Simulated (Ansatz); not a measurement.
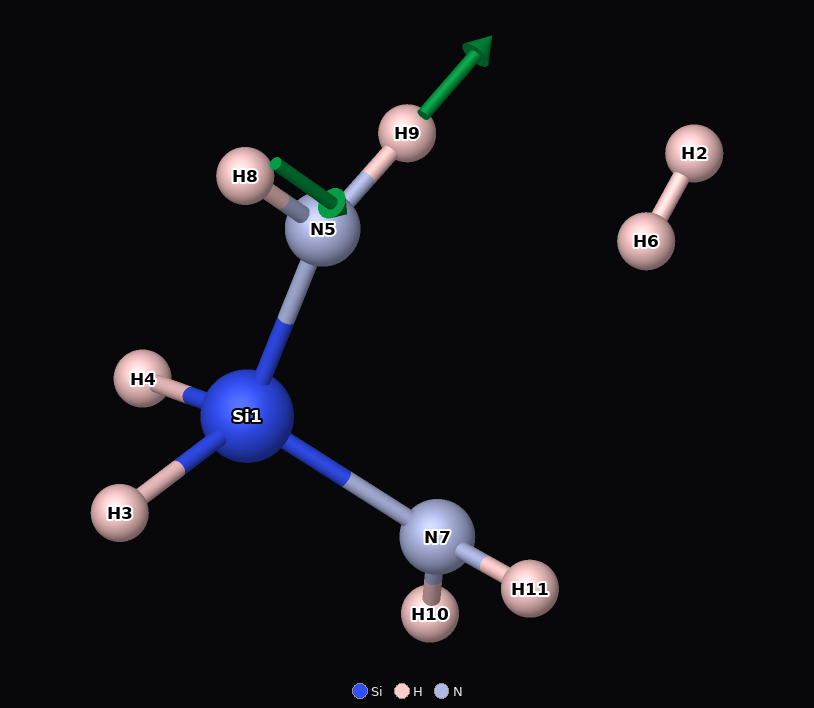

The arrows show one normal mode. Harmonic vibrations computed with RKS PBE0-D4/def2-TZVP (Ansatz 0.2.0) at a stationary point of the same level.

> Describe the motion.

Mostly out-of-phase stretching of 2 N–H bonds.

> At what wavenumber does it lie?

3713 cm⁻¹; it is mode 26 of 27 counted from the lowest.
